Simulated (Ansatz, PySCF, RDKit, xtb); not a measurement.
# GeNH3O: which of the isomers drawn lies lowest?

Which of a sample of isomers of GeNH3O is the most stable in the gas at 298.15 K, and what are its properties? The sample is small against all isomers, and the most stable one of this formula need not be in it.

Plan: many cheap relaxations first (GFN2-xTB), then density-functional screening, relaxation at PBE0-D4/def2-SVP, vibrations and a final energy. The numbers are computed, not measured.

## Step 1: Drawing up candidates

Isomers were drawn by moving bonds and hydrogen atoms under normal valences; this is a sample, not all of them. O–O, O–halogen and N–halogen bonds and N–N–N chains are not drawn. That gives 3 candidates.

| label | SMILES | spin |
| --- | --- | --- |
| c071 | O[NH][GeH] | singlet |
| c165 | N[O][GeH] | singlet |
| c600 | [NH2][Ge][OH] | singlet |

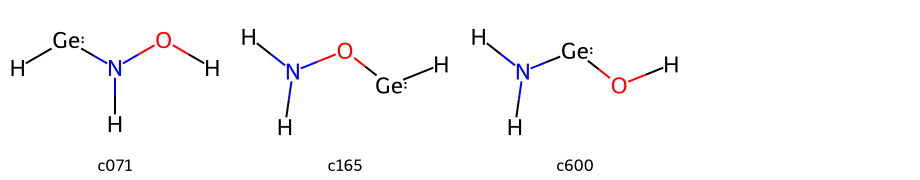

Structural formulas of the candidates.

Candidates are built by distance geometry, with a force field where one applies, in up to four conformers (letters a to d).

## Step 2: First filter: tight binding

All 4 starts are relaxed the same way. One of them, c071a (drawn by moving bonds, embedded by distance geometry and UFF), in full:

File start.xyz:

```xyz
6
c071a
Ge     1.473012    -0.066772     0.446274
N     -0.336762    -0.273448     0.137423
O     -0.856371     0.884653    -0.149913
H     -1.265623     0.792777    -1.039188
H     -0.699581    -0.576298     1.066349
H      2.189360     0.446351    -0.868303
```

Run with:

```bash
$ xtb start.xyz --gfn 2 --opt
```

The log of the run (excerpt; [...] marks lines left out):

```text
* xtb version 6.7.1
[...]
          :  # basis functions                  21          :
[...]
          :  # electrons                        18          :
[...]
          :  Hamiltonian                  GFN2-xTB          :
[...]
          :  net charge                          0          :
          :  unpaired electrons                  0          :
[...]
   *** convergence criteria satisfied after 14 iterations ***
[...]
   *** GEOMETRY OPTIMIZATION CONVERGED AFTER 27 ITERATIONS ***
[...]
   *** convergence criteria satisfied after 3 iterations ***
[...]
         ::                     SUMMARY                     ::
         :::::::::::::::::::::::::::::::::::::::::::::::::::::
         :: total energy             -10.399789395655 Eh    ::
         :: gradient norm              0.000656492420 Eh/a0 ::
         :: HOMO-LUMO gap              3.492301799030 eV    ::
         ::.................................................::
         :: SCC energy               -10.446869188280 Eh    ::
         :: -> isotropic ES            0.014327666975 Eh    ::
         :: -> anisotropic ES         -0.002055760233 Eh    ::
         :: -> anisotropic XC          0.003263426204 Eh    ::
         :: -> dispersion             -0.002689879890 Eh    ::
         :: repulsion energy           0.047079792626 Eh    ::
         :: add. restraining           0.000000000000 Eh    ::
         :: total charge               0.000000000000 e     ::
         :::::::::::::::::::::::::::::::::::::::::::::::::::::
[...]
         9        2.0000           -0.3731060             -10.1527 (HOMO)
        10                         -0.2447663              -6.6604 (LUMO)
[...]
     #   Z          covCN         q      C6AA      α(0)
     1  32          1.701     0.231   251.358    33.148
     2   7          2.604    -0.181    24.928     7.415
     3   8          1.715    -0.363    20.127     6.057
     4   1          0.804     0.312     0.686     1.301
     5   1          0.860     0.169     1.279     1.772
     6   1          0.865    -0.168     8.739     4.630
[...]
     #   Z sym  total        # sym  WBO       # sym  WBO       # sym  WBO
 ---------------------------------------------------------------------------
     1  32      2.433 --     2      1.381     6      0.936     3      0.100
     2   7      3.324 --     1      1.381     3      0.987     5      0.946
     3   8      1.977 --     2      0.987     4      0.882     1      0.100
     4   1      0.903 --     3      0.882
     5   1      0.971 --     2      0.946
     6   1      0.972 --     1      0.936
 ---------------------------------------------------------------------------
[...]
molecular dipole:
                 x           y           z       tot (Debye)
 q only:        0.440      -0.293       0.325
   full:        0.442      -0.333       0.382       1.709
molecular quadrupole (traceless):
[...]
          | TOTAL ENERGY              -10.399789395655 Eh   |
          | GRADIENT NORM               0.000656492420 Eh/α |
          | HOMO-LUMO GAP               3.492301799030 eV   |
           -------------------------------------------------
[...]
```

It took 0.099 s on 2 threads of Arm Neoverse N1, shared host.

## Step 3: Distinct minima at GFN2-xTB

4 of the 4 relaxations converged; 1 ended on a minimum already found. 3 distinct structures remain:

| label | start | SMILES after | spin | energy (kcal/mol) |
| --- | --- | --- | --- | --- |
| c600b | drawn | [NH2][Ge][OH] | singlet | 0.0 |
| c165a | drawn | N[O][GeH] | singlet | 60.6 |
| c071a | drawn | O[NH][GeH] | singlet | 68.6 |

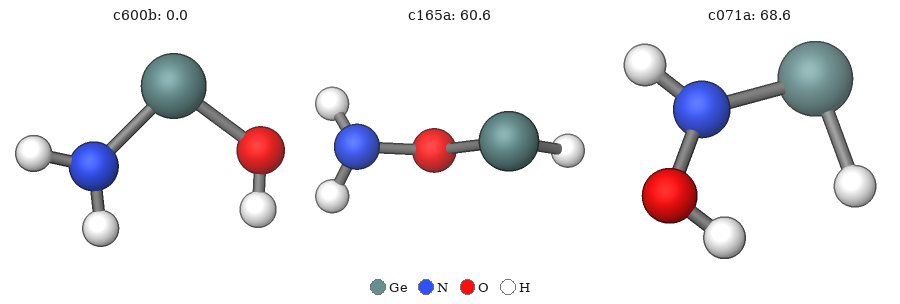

The 3 lowest minima that did not fall apart, with their GFN2-xTB energies in kcal/mol.

## Step 4: Second filter: single points

A choice of the minima (the low ones first, few conformers of a pattern, up to a cap) and the lowest that fell apart get a single point at r2SCAN-D4/def2-SVP on the tight-binding geometry, and one at HF/STO-3G for comparison. The lowest singlets are also tried as triplets at the same geometry (label ending in t). The first, c600b:

File input.yaml:

```yaml
crystal:
  periodic: [false, false, false]
  atoms:
    - symbol: Ge
      position_ang: [1.159815, 0.618111, 0.566377]
    - symbol: N
      position_ang: [-0.660603, 0.413283, 0.543511]
    - symbol: O
      position_ang: [1.539912, -0.133580, -0.994106]
    - symbol: H
      position_ang: [-1.255981, 0.729516, 1.292437]
    - symbol: H
      position_ang: [-1.229848, -0.009593, -0.175571]
    - symbol: H
      position_ang: [0.886152, -0.499424, -1.585247]
basis:
  gaussian:
    orbitals: def2-SVP
hamiltonian:
  xc: {name: r2SCAN}
  dispersion: d4
scf:
  lower_state_search: "off"
output: {orbitals: {seedname: orbitals}}
```

Run with:

```bash
$ ansatz run input.yaml --threads 2 --pin off --max-ram 5220MiB --events-out events.jsonl --progress --plain --runs-dir runs
```

The log of the run (excerpt; [...] marks lines left out):

```text
Warning: RAYON_NUM_THREADS=2 ignored (pool sized by the plan → 2); use --threads N
Functional definition: r2SCAN
  name "r2SCAN"
[...]
840 factors; their error is unknown
[...]
mean field -60093.09370169 eV, -2208.3804609753 hartree, gradient 4.7e-6 eV, S^2 0.000000; 0 other end points of the search recorded, 0 dependent functions left out
reference -60093.09371013 eV, -2208.3804612854 hartree; 25, 25 occupied and 50, 50 virtual orbitals, 840 factors
Total energy: -60093.11454276 eV, -2208.3812268706 hartree
Checks for a lower state left out: stability, starts, cluster_reference, orbital_swaps, neighbouring_geometries, increment
```

Wall time 1.9 s (2 threads of Arm Neoverse N1, shared host).

Relative energies in kcal/mol, each column from its lowest structure that stays in one piece:

| label | SMILES | spin | GFN2-xTB | HF/STO-3G | r2SCAN-D4/def2-SVP |
| --- | --- | --- | --- | --- | --- |
| c600b | [NH2][Ge][OH] | singlet | 0.0 | 0.0 | 0.0 |
| c071a | O[NH][GeH] | singlet | 68.6 | 49.1 | 69.1 |
| c165a | N[O][GeH] | singlet | 60.6 | 50.6 | 70.5 |
| c600bt | [NH2][Ge][OH] | triplet | – | – | 87.4 |
| c165at | N[O][GeH] | triplet | – | – | 115.8 |
| c071at | O[NH][GeH] | triplet | – | – | 134.4 |

## Step 5: Refinement at PBE0-D4/def2-SVP

3 candidates are relaxed at PBE0-D4/def2-SVP (chosen among the lowest in one piece). The first, c600b:

Edit input.yaml of step 4 so:

```diff
@@ -16,9 +16,5 @@
 basis:
-  gaussian:
-    orbitals: def2-SVP
-hamiltonian:
-  xc: {name: r2SCAN}
-  dispersion: d4
-scf:
-  lower_state_search: "off"
-output: {orbitals: {seedname: orbitals}}
+  gaussian: {orbitals: def2-SVP}
+hamiltonian: {xc: pbe0, dispersion: d4}
+scf: {lower_state_search: "off"}
+relax: {f_tol: 0.003}
```

Run with:

```bash
$ ansatz run input.yaml --threads 2 --pin off --max-ram 5220MiB --events-out events.jsonl --progress --plain --runs-dir runs
```

The log of the run (excerpt; [...] marks lines left out):

```text
Warning: RAYON_NUM_THREADS=2 ignored (pool sized by the plan → 2); use --threads N
[...]
Functional definition: PBE0
  name "PBE0"
[...]
801 factors; integrals over basis functions are off by at most 2.9e-4 eV
[...]
mean field -60084.07487718 eV, -2208.0490252877 hartree, gradient 1.4e-6 eV, S^2 0.000000; 0 other end points of the search recorded, 0 dependent functions left out
[...]
reference -60084.07489924 eV, -2208.0490260983 hartree; 25, 25 occupied and 50, 50 virtual orbitals, 801 factors
relax step   1: F+E_penalty+E_count = -60084.15363085 eV  Δ(F+E_penalty+E_count) = +0.000e0 eV  max|allowed force component| = 6.825e-1 eV/Å  Δτ_max = 0.0000 Å  (15 SCF iters, accepted)
[...]
relax step   7: F+E_penalty+E_count = -60084.17855409 eV  Δ(F+E_penalty+E_count) = -3.718e-5 eV  max|allowed force component| = 1.071e-2 eV/Å  Δτ_max = 0.0021 Å  (14 SCF iters, accepted)
[...]
relax step   8: F+E_penalty+E_count = -60084.17855775 eV  Δ(F+E_penalty+E_count) = -3.659e-6 eV  max|allowed force component| = 1.139e-3 eV/Å  Δτ_max = 0.0012 Å  (12 SCF iters, accepted)
Total energy: -60084.17857979 eV, -2208.0528362881 hartree
Atom 0 at     1.158768     0.618133     0.568622 Å, force     0.001139     0.000139     0.000153 eV/Å
Atom 1 at    -0.656290     0.406352     0.527823 Å, force    -0.001018    -0.000320    -0.000066 eV/Å
Atom 2 at     1.563539    -0.135993    -1.006303 Å, force    -0.000040    -0.000008    -0.000283 eV/Å
Atom 3 at    -1.242126     0.730375     1.290688 Å, force    -0.000207     0.000153     0.000090 eV/Å
Atom 4 at    -1.209847    -0.024336    -0.207984 Å, force    -0.000030     0.000062     0.000050 eV/Å
Atom 5 at     0.825403    -0.476218    -1.525445 Å, force     0.000156    -0.000026     0.000057 eV/Å
Dipole moment:    -0.604480    -0.058238     0.010831 e Å
Checks for a lower state left out: stability, starts, cluster_reference, orbital_swaps, neighbouring_geometries, increment
```

Wall time 14 s (2 threads of Arm Neoverse N1, shared host).

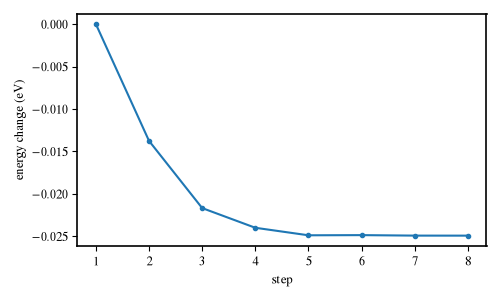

Energy along the run, all evaluated steps.

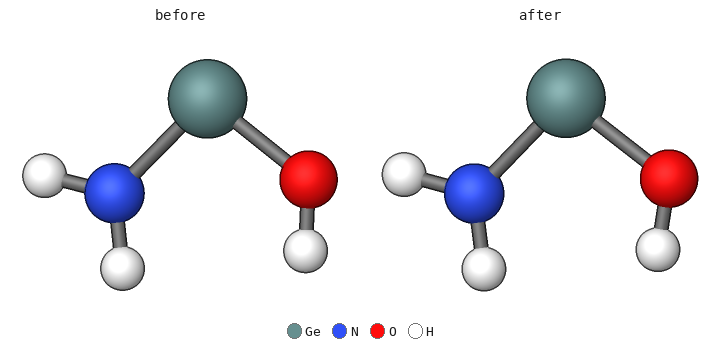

Before and after, at one scale.

After the run. Bond lengths: Ge1–N2 1.828 Å, Ge1–O3 1.792 Å, N2–H4 1.015 Å, N2–H5 1.017 Å, O3–H6 0.964 Å. Angles: N2–Ge1–O3 99.0°, Ge1–N2–H4 121.3°, Ge1–N2–H5 127.3°, Ge1–O3–H6 116.7°, H4–N2–H5 111.4°.

## Step 6: After refinement

| label | spin | r2SCAN-D4/def2-SVP (kcal/mol) | PBE0-D4/def2-SVP, relaxed (kcal/mol) | time |
| --- | --- | --- | --- | --- |
| c600b | singlet | 0.0 | 0.0 | 14 s |
| c071a | singlet | 69.1 | 68.7 | 13 s |
| c165a | singlet | 70.5 | 69.1 | 13 s |

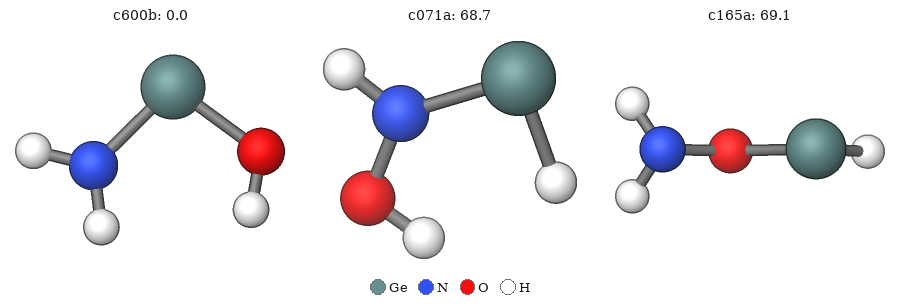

The relaxed structures, with energies at PBE0-D4/def2-SVP in kcal/mol.

## Step 7: Harmonic analysis of the finalists

The lowest few in one piece go on as finalists. Harmonic vibrations at PBE0-D4/def2-SVP test each finalist and give the zero-point energy and the thermal terms. The first, c600b:

File input.yaml:

```yaml
crystal:
  periodic: [false, false, false]
  atoms:
    - {symbol: Ge, position_ang: [1.158768, 0.618133, 0.568622]}
    - {symbol: "N", position_ang: [-0.656290, 0.406352, 0.527823]}
    - {symbol: O, position_ang: [1.563539, -0.135993, -1.006303]}
    - {symbol: H, position_ang: [-1.242126, 0.730375, 1.290688]}
    - {symbol: H, position_ang: [-1.209847, -0.024336, -0.207984]}
    - {symbol: H, position_ang: [0.825403, -0.476218, -1.525445]}
basis:
  gaussian: {orbitals: def2-SVP}
hamiltonian: {xc: pbe0, dispersion: d4}
scf: {lower_state_search: "off"}
phonons: {}
```

Run with:

```bash
$ ansatz run input.yaml --threads 2 --pin off --max-ram 5220MiB --events-out events.jsonl --progress --plain --runs-dir runs
```

The log of the run (excerpt; [...] marks lines left out):

```text
Warning: RAYON_NUM_THREADS=2 ignored (pool sized by the plan → 2); use --threads N
[... 2 set-up lines as earlier in the session ...]
[...]
800 factors; integrals over basis functions are off by at most 2.9e-4 eV
[...]
mean field -60084.09977612 eV, -2208.0499403069 hartree, gradient 1.3e-6 eV, S^2 0.000000; 0 other end points of the search recorded, 0 dependent functions left out
[...]
reference -60084.09979818 eV, -2208.0499411173 hartree; 25, 25 occupied and 50, 50 virtual orbitals, 800 factors
[...]
800 factors; integrals over basis functions are off by at most 2.9e-4 eV
mean field -60084.09970917 eV, -2208.0499378465 hartree, gradient 2.5e-6 eV, S^2 0.000000; 0 other end points of the search recorded, 0 dependent functions left out
[...]
reference -60084.09973123 eV, -2208.0499386570 hartree; 25, 25 occupied and 50, 50 virtual orbitals, 800 factors
[...]
800 factors; integrals over basis functions are off by at most 2.9e-4 eV
[...]
reference -60084.09974695 eV, -2208.0499392347 hartree; 25, 25 occupied and 50, 50 virtual orbitals, 800 factors
Total energy: -60084.17857662 eV, -2208.0528361718 hartree
Atom 0 at     1.158768     0.618133     0.568622 Å, force     0.001158     0.000153     0.000176 eV/Å
Atom 1 at    -0.656290     0.406352     0.527823 Å, force    -0.001076    -0.000323    -0.000060 eV/Å
Atom 2 at     1.563539    -0.135993    -1.006303 Å, force    -0.000022    -0.000006    -0.000281 eV/Å
Atom 3 at    -1.242126     0.730375     1.290688 Å, force    -0.000189     0.000148     0.000076 eV/Å
Atom 4 at    -1.209847    -0.024336    -0.207984 Å, force    -0.000002     0.000068     0.000056 eV/Å
Atom 5 at     0.825403    -0.476218    -1.525445 Å, force     0.000132    -0.000041     0.000033 eV/Å
Dipole moment:    -0.604481    -0.058238     0.010831 e Å
Vibrations: 259.98 345.60 405.18 469.91 661.44 681.54 692.44 829.78 1524.79 3573.83 3693.75 3876.07 cm⁻¹, zero-point energy 1.054753 eV
Checks for a lower state left out: stability, starts, cluster_reference, orbital_swaps, neighbouring_geometries, increment
```

Run time: 52 s. Hardware: 2 threads of Arm Neoverse N1, shared host.

## Step 8: Thermal terms of the finalists

At 298.15 K and 1 atm, ideal gas, rigid rotor and harmonic oscillator:

| label | SMILES | spin | point group | lowest mode (cm⁻¹) | zero-point (kcal/mol) | G − E (kcal/mol) |
| --- | --- | --- | --- | --- | --- | --- |
| c600b | [NH2][Ge][OH] | singlet | Cs | 260 | 24.3 | 7.1 |
| c071a | O[NH][GeH] | singlet | Cs | 299 | 23.4 | 6.4 |
| c165a | N[O][GeH] | singlet | Cs | 179 | 23.3 | 6.1 |

## Step 9: Last filter: a higher level

Each finalist gets a single point at CCSD(T)/def2-TZVP.

c600b, CCSD(T)/def2-TZVP:

Edit input.yaml of step 7 so:

```diff
@@ -10,5 +10,6 @@
 basis:
-  gaussian: {orbitals: def2-SVP}
-hamiltonian: {xc: pbe0, dispersion: d4}
-scf: {lower_state_search: "off"}
-phonons: {}
+  gaussian:
+    orbitals: def2-TZVP
+correlation:
+  method: ccsd_t
+  frozen_orbitals: {H: 0, O: 1, Ge: 9, "N": 1}
```

Run with:

```bash
$ ansatz run input.yaml --threads 2 --pin off --max-ram 5220MiB --events-out events.jsonl --progress --plain --runs-dir runs
```

The log of the run (excerpt; [...] marks lines left out):

```text
Warning: RAYON_NUM_THREADS=2 ignored (pool sized by the plan → 2); use --threads N
Functional definition: HF
  name "HF"
[...]
875 factors; integrals over basis functions are off by at most 1.1e-3 eV
[...]
mean field -60042.57549865 eV, -2206.5239512559 hartree, gradient 8.0e-6 eV, S^2 0.000000; 0 other end points of the search recorded, 0 dependent functions left out
11 core orbitals not correlated: weight in the atoms' cores, before any rotation towards them, 1.000 or more for the frozen orbitals, at most 0.000 for the correlated occupied ones
reference -60042.57549865 eV, -2206.5239512559 hartree; 14, 14 occupied and 103, 103 virtual orbitals, 875 factors
second order -18.60613084 eV of doubles, -0.00000000 eV of singles
cycle   1  -18.23937514 eV  change    3.7e-1 eV  update   1.1e-1
[...]
cycle  10  -18.83880354 eV  change    9.1e-6 eV  update   1.7e-5
perturbative correction -0.72884435 eV, -0.0267845357 hartree
Total energy: -60062.14314654 eV, -2207.2430490525 hartree
```

Wall time 26 s (2 threads of Arm Neoverse N1, shared host); peak memory 0.67 GiB.

## Step 10: c071a at CCSD(T)/def2-TZVP

File input.yaml:

```yaml
crystal:
  periodic: [false, false, false]
  atoms:
    - {symbol: Ge, position_ang: [1.575364, -0.305144, 0.351788]}
    - {symbol: "N", position_ang: [-0.229082, -0.117563, 0.441076]}
    - {symbol: O, position_ang: [-1.102708, 0.579908, -0.367852]}
    - {symbol: H, position_ang: [-0.524040, 0.975907, -1.037128]}
    - {symbol: H, position_ang: [-0.793975, -0.554821, 1.165709]}
    - {symbol: H, position_ang: [1.578475, 0.628976, -0.960951]}
basis:
  gaussian: {orbitals: def2-TZVP}
correlation: {method: ccsd_t, frozen_orbitals: {H: 0, O: 1, Ge: 9, "N": 1}}
```

Run with:

```bash
$ ansatz run input.yaml --threads 2 --pin off --max-ram 5220MiB --events-out events.jsonl --progress --plain --runs-dir runs
```

The log of the run (excerpt; [...] marks lines left out):

```text
Warning: RAYON_NUM_THREADS=2 ignored (pool sized by the plan → 2); use --threads N
[... 2 set-up lines as earlier in the session ...]
[...]
880 factors; integrals over basis functions are off by at most 1.1e-3 eV
[...]
mean field -60038.99973738 eV, -2206.3925444530 hartree, gradient 1.4e-6 eV, S^2 0.000000; 0 other end points of the search recorded, 0 dependent functions left out
11 core orbitals not correlated: weight in the atoms' cores, before any rotation towards them, 1.000 or more for the frozen orbitals, at most 0.000 for the correlated occupied ones
reference -60038.99973738 eV, -2206.3925444530 hartree; 14, 14 occupied and 103, 103 virtual orbitals, 880 factors
second order -18.61321424 eV of doubles, -0.00000000 eV of singles
cycle   1  -18.30311060 eV  change    3.1e-1 eV  update   1.2e-1
[...]
cycle  11  -19.00004378 eV  change    2.6e-5 eV  update   1.5e-5
perturbative correction -0.79366919 eV, -0.0291668047 hartree
Total energy: -60058.79345035 eV, -2207.1199499879 hartree
```

Run time: 27 s. Hardware: 2 threads of Arm Neoverse N1, shared host; peak memory 0.67 GiB.

## Step 11: Free energies and the winner

Energies in kcal/mol from c600b; G adds the thermal terms to the CCSD(T)/def2-TZVP energy. The columns left of the relaxed level are at the tight-binding geometries.

| label | SMILES | spin | GFN2-xTB | HF/STO-3G | r2SCAN-D4/def2-SVP | PBE0-D4/def2-SVP | HF/def2-TZVP | MP2/def2-TZVP | CCSD(T)/def2-TZVP | G | share at equilibrium | T1 |
| --- | --- | --- | --- | --- | --- | --- | --- | --- | --- | --- | --- | --- |
| c600b | [NH2][Ge][OH] | singlet | 0.0 | 0.0 | 0.0 | 0.0 | 0.0 | 0.0 | 0.0 | 0.0 | 100.0 % | 0.014 |
| c165a | N[O][GeH] | singlet | 60.6 | 50.6 | 70.5 | 69.1 | 75.4 | 79.1 | 74.2 | 73.2 | < 0.1 % | 0.016 |
| c071a | O[NH][GeH] | singlet | 68.6 | 49.1 | 69.1 | 68.7 | 82.5 | 82.3 | 77.2 | 76.5 | < 0.1 % | 0.021 |

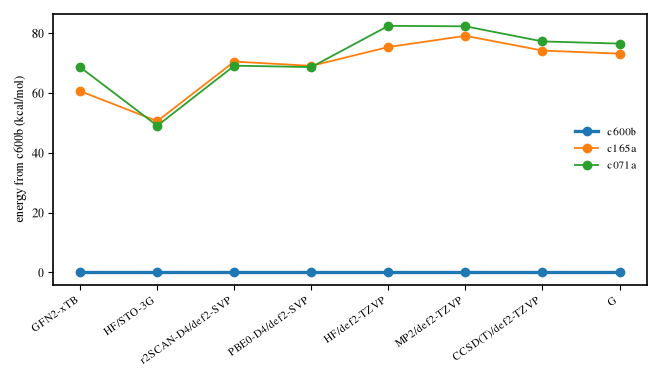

The finalists at each level, measured from c600b.

Lowest found: c600b, `[NH2][Ge][OH]`, a singlet of point group Cs. Bond lengths: Ge1–N2 1.828 Å, Ge1–O3 1.792 Å, N2–H4 1.015 Å, N2–H5 1.017 Å, O3–H6 0.964 Å. Angles: N2–Ge1–O3 99.0°, Ge1–N2–H4 121.3°, Ge1–N2–H5 127.3°, Ge1–O3–H6 116.7°, H4–N2–H5 111.4°.

```xyz
6

Ge    1.1588    0.6181    0.5686
N    -0.6563    0.4064    0.5278
O     1.5635   -0.1360   -1.0063
H    -1.2421    0.7304    1.2907
H    -1.2098   -0.0243   -0.2080
H     0.8254   -0.4762   -1.5254
```

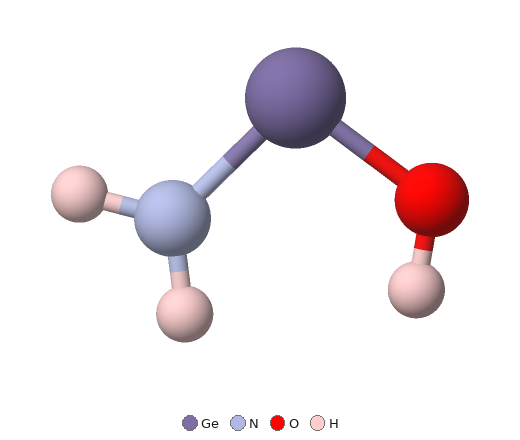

The lowest structure found, seen from a chosen angle (germanium purple, nitrogen light blue, oxygen red, hydrogen pink).

## Step 12: Density, orbitals and dipole (PBE0/def2-TZVPD)

File input.yaml:

```yaml
crystal:
  periodic: [false, false, false]
  atoms:
    - {symbol: Ge, position_ang: [1.158768, 0.618133, 0.568622]}
    - {symbol: N, position_ang: [-0.656290, 0.406352, 0.527823]}
    - {symbol: O, position_ang: [1.563539, -0.135993, -1.006303]}
    - {symbol: H, position_ang: [-1.242126, 0.730375, 1.290688]}
    - {symbol: H, position_ang: [-1.209847, -0.024336, -0.207984]}
    - {symbol: H, position_ang: [0.825403, -0.476218, -1.525445]}
basis:
  gaussian:
    orbitals: def2-TZVPD
hamiltonian:
  xc: pbe0
output:
  forces: true
  orbitals: {seedname: orbitals}
```

Run with:

```bash
$ ansatz run input.yaml --threads 2 --pin off --max-ram 5220MiB --events-out events.jsonl --progress --plain --runs-dir runs
```

The log of the run (excerpt; [...] marks lines left out):

```text
Warning: RAYON_NUM_THREADS=2 ignored (pool sized by the plan → 2); use --threads N
[... 2 set-up lines as earlier in the session ...]
[...]
942 factors; their error is unknown
[...]
mean field -60095.80229093 eV, -2208.4799997938 hartree, gradient 5.5e-5 eV, S^2 0.000000; 0 other end points of the search recorded, 0 dependent functions left out
[...]
reference -60095.80232482 eV, -2208.4800010394 hartree; 25, 25 occupied and 133, 133 virtual orbitals, 942 factors
Total energy: -60095.80232482 eV, -2208.4800010394 hartree
Atom 0 at     1.158768     0.618133     0.568622 Å, force    -0.011986     0.001281     0.005153 eV/Å
Atom 1 at    -0.656290     0.406352     0.527823 Å, force    -0.367016    -0.016863     0.043577 eV/Å
Atom 2 at     1.563539    -0.135993    -1.006303 Å, force    -0.076414    -0.071237    -0.125214 eV/Å
Atom 3 at    -1.242126     0.730375     1.290688 Å, force     0.165265    -0.090151    -0.212966 eV/Å
Atom 4 at    -1.209847    -0.024336    -0.207984 Å, force     0.166131     0.121740     0.205926 eV/Å
Atom 5 at     0.825403    -0.476218    -1.525445 Å, force     0.124021     0.055229     0.083524 eV/Å
Dipole moment:    -0.530155    -0.025233     0.060593 e Å
```

Wall time 4.8 s (2 threads of Arm Neoverse N1, shared host).

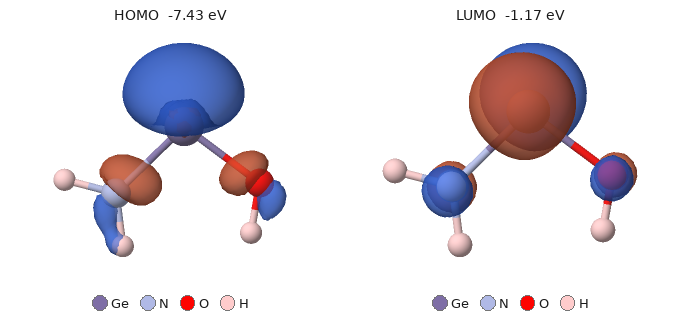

Frontier orbitals of this run, surfaces at ±0.2 Å^-3/2.

[end of part 1 of 2]
